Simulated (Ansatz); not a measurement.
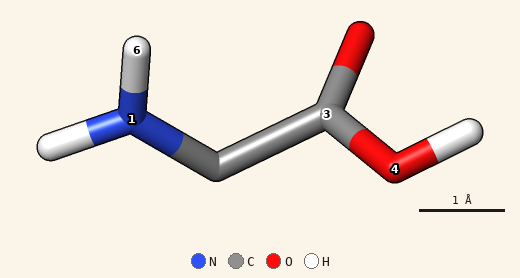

*The starting structure (stick view, seen at a tilt; atoms are numbered from 1 in the order of the input).*

Bond lengths as drawn: C–C 1.47 Å, C–N 1.31 Å, C–O 1.23 to 1.37 Å, H–N 1.02 to 1.04 Å and H–O 0.99 Å.

# Nudged elastic band of C2H3NO2

System: C2H3NO2.
Method: RKS revPBE-D4/6-31G* (Ansatz 0.2.0).

It belongs to a series of runs on one base structure; here: band between the two ends. Figures and captions count atoms from 1; the log counts them from 0 in places.

Input
```yaml
crystal:
  periodic: [false, false, false]
  atoms:
    - { symbol: "N", position_ang: [-0.357244, 1.425587, -0.402945] }
    - { symbol: C, position_ang: [0.392657, 0.413177, -0.770143] }
    - { symbol: C, position_ang: [0.470445, -0.696783, 0.18758] }
    - { symbol: O, position_ang: [-0.324903, -1.766252, -0.148468] }
    - { symbol: O, position_ang: [1.286252, -0.717362, 1.113961] }
    - { symbol: H, position_ang: [-0.925202, 1.488299, 0.460441] }
    - { symbol: H, position_ang: [-0.389644, 2.272334, -0.978902] }
    - { symbol: H, position_ang: [-0.060261, -2.4762, 0.482776] }
basis:
  gaussian: { orbitals: "6-31G*" }
hamiltonian:
  xc: revpbe
  dispersion: d4
neb:
  order_check: false
  images: 7
  f_tol: 0.05
  max_iterations: 60
  spring: 20.0
  final_atoms:
    - { symbol: "N", position_ang: [-0.27399373, 1.31821786, -0.40826884] }
    - { symbol: C, position_ang: [-0.34767242, 0.04439276, -0.71769737] }
    - { symbol: C, position_ang: [0.30436886, -0.7089324, 0.47510602] }
    - { symbol: O, position_ang: [0.26894465, -2.04944854, 0.27401318] }
    - { symbol: O, position_ang: [0.79628591, -0.20480071, 1.47968071] }
    - { symbol: H, position_ang: [0.15857344, 1.64136733, 0.48424059] }
    - { symbol: H, position_ang: [-0.63777746, 2.03774189, -1.0373237] }
    - { symbol: H, position_ang: [-0.17662925, -2.13573819, -0.60545059] }
  initial_path:
    images:
      - { positions_ang: [[-0.357244, 1.425587, -0.402945], [0.392657, 0.413177, -0.770143], [0.470445, -0.696783, 0.18758], [-0.324903, -1.766252, -0.148468], [1.286252, -0.717362, 1.113961], [-0.925202, 1.488299, 0.460441], [-0.389644, 2.272334, -0.978902], [-0.060261, -2.4762, 0.482776]] }
      - { positions_ang: [[-0.32972582, 1.36020752, -0.30081119], [0.4832425, 0.40183781, -0.64663312], [0.55078322, -0.76382805, 0.09257771], [-0.28474805, -1.75307922, -0.05781611], [1.34495115, -0.58769359, 1.01067262], [-0.98026272, 1.28211484, 0.37829508], [-0.40211542, 2.15650802, -0.93762696], [-0.29002486, -2.15326734, 0.40564197]] }
      - { positions_ang: [[-0.30220763, 1.29482803, -0.19867738], [0.57382799, 0.39049863, -0.52312324], [0.63112145, -0.83087309, -0.00242457], [-0.2445931, -1.73990643, 0.03283577], [1.40365029, -0.45802518, 0.90738424], [-1.03532343, 1.07593068, 0.29614917], [-0.41458684, 2.04068205, -0.89635193], [-0.51978872, -1.83033468, 0.32850794]] }
      - { positions_ang: [[-0.27468945, 1.22944855, -0.09654357], [0.66441349, 0.37915944, -0.39961336], [0.71145967, -0.89791814, -0.09742686], [-0.20443816, -1.72673365, 0.12348766], [1.46234944, -0.32835677, 0.80409585], [-1.09038415, 0.86974651, 0.21400325], [-0.42705826, 1.92485607, -0.85507689], [-0.74955258, -1.50740202, 0.25137391]] }
      - { positions_ang: [[-0.24717126, 1.16406907, 0.00559024], [0.75499899, 0.36782025, -0.27610347], [0.79179789, -0.96496319, -0.19242915], [-0.16428321, -1.71356086, 0.21413955], [1.52104858, -0.19868836, 0.70080747], [-1.14544487, 0.66356235, 0.13185734], [-0.43952969, 1.8090301, -0.81380185], [-0.97931644, -1.18446936, 0.17423988]] }
      - { positions_ang: [[-0.25387688, 1.20260627, -0.09787453], [0.47933113, 0.28696338, -0.38650195], [0.66994063, -0.90095549, -0.02554536], [-0.05597624, -1.79753278, 0.22910796], [1.33985792, -0.20021645, 0.89552578], [-0.81944029, 0.9080136, 0.21995315], [-0.48909163, 1.86620805, -0.86968232], [-0.77864464, -1.42228657, -0.02068274]] }
      - { positions_ang: [[-0.2605825, 1.24114346, -0.2013393], [0.20366328, 0.20610651, -0.49690042], [0.54808338, -0.83694779, 0.14133844], [0.05233072, -1.8815047, 0.24407636], [1.15866725, -0.20174453, 1.09024409], [-0.49343571, 1.15246484, 0.30804897], [-0.53865358, 1.92338599, -0.92556278], [-0.57797285, -1.66010378, -0.21560536]] }
      - { positions_ang: [[-0.26728811, 1.27968066, -0.30480407], [-0.07200457, 0.12524964, -0.6072989], [0.42622612, -0.7729401, 0.30822223], [0.16063769, -1.96547662, 0.25904477], [0.97747658, -0.20327262, 1.2849624], [-0.16743114, 1.39691609, 0.39614478], [-0.58821552, 1.98056394, -0.98144324], [-0.37730105, -1.89792099, -0.41052797]] }
      - { positions_ang: [[-0.27399373, 1.31821786, -0.40826884], [-0.34767242, 0.04439276, -0.71769737], [0.30436886, -0.7089324, 0.47510602], [0.26894465, -2.04944854, 0.27401318], [0.79628591, -0.20480071, 1.47968071], [0.15857344, 1.64136733, 0.48424059], [-0.63777746, 2.03774189, -1.0373237], [-0.17662925, -2.13573819, -0.60545059]] }
```

Machine: 1 thread of Intel Xeon (Granite Rapids), 32 GiB of memory available, shared host.

Launch command:
```bash
ansatz run input.yaml --threads 1 --pin off --max-ram 2048MiB --backend cpu --events-out ev --progress --plain --runs-dir out
```

Output
```
Engine: ansatz 0.2.0, x86_64-unknown-linux-gnu
Functional definition: revPBE
  parameter kappa = 1.245
  parameter beta = 0.06672455060314922
  exchange = pbe_x(kappa = kappa, mu = beta*pi^2/3)
  correlation = pbe_c(beta = beta)
908 factors; their error is unknown
mean field evaluation 1: about -7695.1533 eV, gradient 6.4e1 eV
mean field evaluation 2: about -7672.4645 eV, gradient 1.2e2 eV
mean field evaluation 4: about -7702.6871 eV, gradient 7.7e0 eV
mean field evaluation 8: about -7702.7979 eV, gradient 1.2e-1 eV
mean field evaluation 16: about -7702.7343 eV, gradient 3.1e-3 eV
mean field -7702.73431844 eV, -283.0702651017 hartree, gradient 3.9e-5 eV, S^2 0.000000; 0 other end points of the search recorded, 0 dependent functions left out
the calculation of the forces begins
reference -7702.73434322 eV, -283.0702660124 hartree; 19, 19 occupied and 62, 62 virtual orbitals, 908 factors
908 factors; their error is unknown
mean field evaluation 32: about -7702.6666 eV, gradient 6.5e-2 eV
mean field -7702.66662799 eV, -283.0677775238 hartree, gradient 1.8e-5 eV, S^2 0.000000; 0 other end points of the search recorded, 0 dependent functions left out
[... from here on the field's lines of each further geometry are left out, up to the last ...]
NEB iter   1: max|band force component| = 2.351e2 eV/Å  barrier→ = 45.4673 eV  barrier← = 45.4172 eV  Δτ_max = 0.1982 Å  (328 SCF iters)
NEB iter   2: max|band force component| = 5.085e1 eV/Å  barrier→ = 9.9699 eV  barrier← = 9.9198 eV  Δτ_max = 0.1986 Å  (319 SCF iters)
NEB iter   3: max|band force component| = 3.342e1 eV/Å  barrier→ = 6.1007 eV  barrier← = 6.0505 eV  Δτ_max = 0.1958 Å  (288 SCF iters)
NEB iter   4: max|band force component| = 1.416e1 eV/Å  barrier→ = 3.0089 eV  barrier← = 2.9587 eV  Δτ_max = 0.2000 Å  (269 SCF iters)
NEB iter   5: max|band force component| = 7.235e0 eV/Å  barrier→ = 2.2441 eV  barrier← = 2.1940 eV  Δτ_max = 0.2000 Å  (258 SCF iters)
NEB iter   6: max|band force component| = 3.754e0 eV/Å  barrier→ = 1.3937 eV  barrier← = 1.3435 eV  Δτ_max = 0.1962 Å  (254 SCF iters)
NEB iter   7: max|band force component| = 4.901e0 eV/Å  barrier→ = 0.7581 eV  barrier← = 0.7080 eV  Δτ_max = 0.0995 Å  (253 SCF iters)
NEB iter   8: max|band force component| = 1.530e0 eV/Å  barrier→ = 0.5413 eV  barrier← = 0.4912 eV  Δτ_max = 0.2000 Å  (224 SCF iters)
NEB iter   9: max|band force component| = 6.870e-1 eV/Å  barrier→ = 0.5205 eV  barrier← = 0.4703 eV  Δτ_max = 0.1998 Å  (236 SCF iters)
NEB iter  10: max|band force component| = 8.727e-1 eV/Å  barrier→ = 0.5037 eV  barrier← = 0.4535 eV  Δτ_max = 0.0991 Å  (230 SCF iters)
NEB iter  11: max|band force component| = 3.341e-1 eV/Å  barrier→ = 0.4788 eV  barrier← = 0.4286 eV  CI = image 2  Δτ_max = 0.1975 Å  (224 SCF iters)
NEB iter  12: max|band force component| = 2.374e-1 eV/Å  barrier→ = 0.5091 eV  barrier← = 0.4590 eV  CI = image 2  Δτ_max = 0.0217 Å  (233 SCF iters)
NEB iter  13: max|band force component| = 1.519e-1 eV/Å  barrier→ = 0.5078 eV  barrier← = 0.4576 eV  CI = image 2  Δτ_max = 0.0308 Å  (230 SCF iters)
NEB iter  14: max|band force component| = 9.212e-2 eV/Å  barrier→ = 0.5069 eV  barrier← = 0.4568 eV  CI = image 2  Δτ_max = 0.0109 Å  (231 SCF iters)
the calculation of the forces begins
reference -7702.65750211 eV, -283.0674421539 hartree; 19, 19 occupied and 62, 62 virtual orbitals, 908 factors
908 factors; their error is unknown
mean field -7702.23296636 eV, -283.0518407527 hartree, gradient 2.2e-5 eV, S^2 0.000000; 1 other end points of the search recorded, 0 dependent functions left out
the calculation of the forces begins
reference -7702.23299133 eV, -283.0518416703 hartree; 19, 19 occupied and 62, 62 virtual orbitals, 908 factors
NEB iter  15: max|band force component| = 4.461e-2 eV/Å  barrier→ = 0.5066 eV  barrier← = 0.4564 eV  CI = image 2  Δτ_max = 0.0000 Å  (604 SCF iters)
```

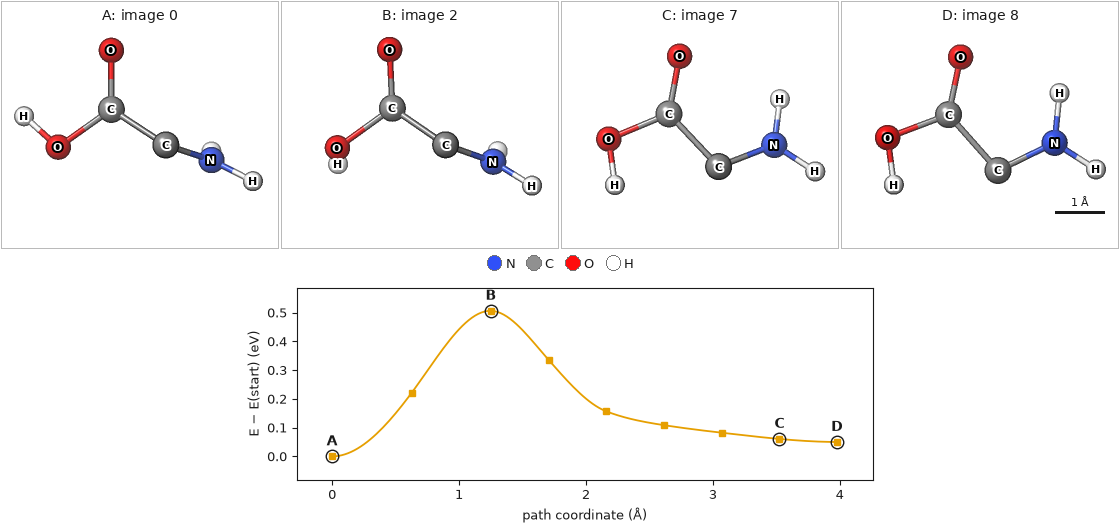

*Images of the last band (counted from 0; ball-and-stick, seen at a tilt) above the energy along the path; the line is a cubic interpolation that uses the forces.*

The highest image is number 2, 0.507 eV above the start and 0.456 eV above the end (the climbing image); the end lies 0.050 eV above the start. The path is 3.98 Å long. The band converged in 15 iterations.

```
Total energy: -7702.68267813 eV, -283.0683673553 hartree
Atom 0 at    -0.407622     1.316611    -0.358252 Å, force    -0.020395     0.008414     0.030682 eV/Å
Atom 1 at     0.440615     0.372697    -0.687130 Å, force     0.018031    -0.005065    -0.028378 eV/Å
Atom 2 at     0.716203    -0.707550     0.235999 Å, force    -0.042911    -0.025656    -0.013306 eV/Å
Atom 3 at     0.062676    -1.901557    -0.172392 Å, force     0.000131    -0.003205     0.011068 eV/Å
Atom 4 at     1.581997    -0.696068     1.102103 Å, force     0.033448     0.015926     0.023217 eV/Å
Atom 5 at    -0.928823     1.389693     0.533757 Å, force     0.006932    -0.002468    -0.015436 eV/Å
Atom 6 at    -0.567792     2.105828    -0.991735 Å, force     0.001942     0.005945     0.002783 eV/Å
Atom 7 at    -0.805154    -1.936853     0.281952 Å, force     0.002821     0.006108    -0.010630 eV/Å
Dipole moment:    -0.992442     0.628230     0.063576 e Å
this run last wrote the band of iteration 15 to [file]
```

The last band as extended XYZ (Å, eV, eV/Å)
```
8
Properties=species:S:1:pos:R:3:forces:R:3 image=0 energy=-7703.18923
N    -0.3572    1.4256   -0.4029   -0.0023  -0.0010   0.0031
C     0.3927    0.4132   -0.7701    0.0032   0.0030   0.0012
C     0.4704   -0.6968    0.1876    0.0098   0.0032   0.0060
O    -0.3249   -1.7663   -0.1485   -0.0047  -0.0019  -0.0007
O     1.2863   -0.7174    1.1140   -0.0075   0.0000  -0.0080
H    -0.9252    1.4883    0.4604    0.0010   0.0007  -0.0013
H    -0.3896    2.2723   -0.9789   -0.0004  -0.0013  -0.0015
H    -0.0603   -2.4762    0.4828    0.0008  -0.0028   0.0013
8
Properties=species:S:1:pos:R:3:forces:R:3 image=1 energy=-7702.96829
N    -0.3698    1.3529   -0.3735    0.0317   0.0652  -0.0162
C     0.4792    0.4296   -0.7562    0.0794   0.0523  -0.0973
C     0.6462   -0.6800    0.1797   -0.0868   0.0229  -0.0487
O    -0.1617   -1.7255   -0.2749   -0.2640   0.2026  -0.1020
O     1.4252   -0.7371    1.1273   -0.2018  -0.0623   0.0471
H    -0.9087    1.3702    0.5127    0.0302  -0.0252  -0.0388
H    -0.5514    2.1597   -0.9773    0.0376   0.0671   0.0193
H    -0.4668   -2.2269    0.5065    0.3736  -0.3227   0.2367
8
Properties=species:S:1:pos:R:3:forces:R:3 image=2 energy=-7702.68265
N    -0.4076    1.3166   -0.3583   -0.0204   0.0084   0.0307
C     0.4406    0.3727   -0.6871    0.0180  -0.0051  -0.0284
C     0.7162   -0.7076    0.2360   -0.0429  -0.0257  -0.0133
O     0.0627   -1.9016   -0.1724    0.0001  -0.0032   0.0111
O     1.5820   -0.6961    1.1021    0.0334   0.0159   0.0232
H    -0.9288    1.3897    0.5338    0.0069  -0.0025  -0.0154
H    -0.5678    2.1058   -0.9917    0.0019   0.0059   0.0028
H    -0.8052   -1.9369    0.2820    0.0028   0.0061  -0.0106
8
Properties=species:S:1:pos:R:3:forces:R:3 image=3 energy=-7702.85386
N    -0.4176    1.2958   -0.3352   -0.0202  -0.0120   0.0350
C     0.4017    0.3309   -0.6858   -0.0642  -0.0640  -0.0238
C     0.7088   -0.7301    0.2726   -0.0043  -0.0372   0.0438
O     0.0908   -1.9624    0.0837    0.0243  -0.0861   0.3428
O     1.6590   -0.6363    1.0456    0.1104   0.0935  -0.0778
H    -0.9173    1.3899    0.5671    0.0303   0.0001   0.0330
H    -0.5615    2.0924   -0.9647   -0.0052  -0.0257   0.0182
H    -0.8719   -1.8373   -0.0390   -0.0713   0.1314  -0.3711
8
Properties=species:S:1:pos:R:3:forces:R:3 image=4 energy=-7703.03254
N    -0.4060    1.2810   -0.2988    0.0018  -0.0108   0.0151
C     0.3178    0.2675   -0.7193   -0.0469  -0.0399  -0.0370
C     0.6783   -0.7330    0.2972   -0.0119   0.0128   0.0062
O    -0.0097   -1.9283    0.2673   -0.0461   0.0110   0.0925
O     1.6538   -0.5912    1.0295    0.0154   0.0271   0.0142
H    -0.7726    1.4207    0.6597    0.0629   0.0198   0.0366
H    -0.6081    2.0607   -0.9325   -0.0204  -0.0164  -0.0021
H    -0.7614   -1.8346   -0.3588    0.0452  -0.0036  -0.1255
8
Properties=species:S:1:pos:R:3:forces:R:3 image=5 energy=-7703.08057
N    -0.3869    1.2874   -0.3283   -0.0095   0.0304   0.0278
C     0.1913    0.1858   -0.7478   -0.0152  -0.0374  -0.0255
C     0.5975   -0.7160    0.3569   -0.0101   0.0008   0.0070
O    -0.0138   -1.9493    0.3190   -0.0083   0.0050  -0.0120
O     1.4800   -0.4639    1.1715   -0.0205   0.0105   0.0085
H    -0.5619    1.5358    0.6626    0.0413   0.0131   0.0035
H    -0.6440    2.0215   -0.9949   -0.0087  -0.0032  -0.0039
H    -0.5700   -1.9585   -0.4947    0.0310  -0.0193  -0.0054
8
Properties=species:S:1:pos:R:3:forces:R:3 image=6 energy=-7703.10680
N    -0.3534    1.3008   -0.3498    0.0056  -0.0080  -0.0145
C     0.0337    0.1202   -0.7768   -0.0274   0.0099   0.0027
C     0.5025   -0.7104    0.3885   -0.0058  -0.0173  -0.0009
O     0.0321   -1.9961    0.3239    0.0162  -0.0052   0.0144
O     1.2692   -0.3445    1.2736   -0.0214   0.0172   0.0056
H    -0.3017    1.6091    0.6397    0.0319   0.0069   0.0123
H    -0.6568    2.0206   -1.0115   -0.0041  -0.0009   0.0009
H    -0.4336   -2.0568   -0.5433    0.0050  -0.0026  -0.0205
8
Properties=species:S:1:pos:R:3:forces:R:3 image=7 energy=-7703.12848
N    -0.3123    1.3121   -0.3772    0.0037   0.0062   0.0023
C    -0.1465    0.0724   -0.7773   -0.0194  -0.0074   0.0030
C     0.4028   -0.7094    0.4261   -0.0075   0.0058  -0.0026
O     0.1253   -2.0371    0.3135    0.0081  -0.0060  -0.0047
O     1.0329   -0.2475    1.3720   -0.0163   0.0054   0.0053
H    -0.0485    1.6331    0.5774    0.0236  -0.0011  -0.0059
H    -0.6489    2.0324   -1.0208   -0.0029   0.0021   0.0032
H    -0.3127   -2.1132   -0.5695    0.0107  -0.0049  -0.0006
8
Properties=species:S:1:pos:R:3:forces:R:3 image=8 energy=-7703.13908
N    -0.2740    1.3182   -0.4083   -0.0035   0.0047  -0.0070
C    -0.3477    0.0444   -0.7177   -0.0002   0.0030   0.0018
C     0.3044   -0.7089    0.4751   -0.0018  -0.0027  -0.0026
O     0.2689   -2.0494    0.2740    0.0010   0.0015   0.0007
O     0.7963   -0.2048    1.4797    0.0018   0.0017   0.0051
H     0.1586    1.6414    0.4842    0.0011  -0.0025  -0.0003
H    -0.6378    2.0377   -1.0373    0.0019  -0.0025   0.0039
H    -0.1766   -2.1357   -0.6055   -0.0003  -0.0033  -0.0015
```

Results in brief

```csv
quantity,value
outcome,converged
"barrier, forward",0.507 eV
"barrier, backward",0.456 eV
wall time,2.1 min
peak memory,0.16 GiB
```

Remarks

The order of the saddle point was not checked.
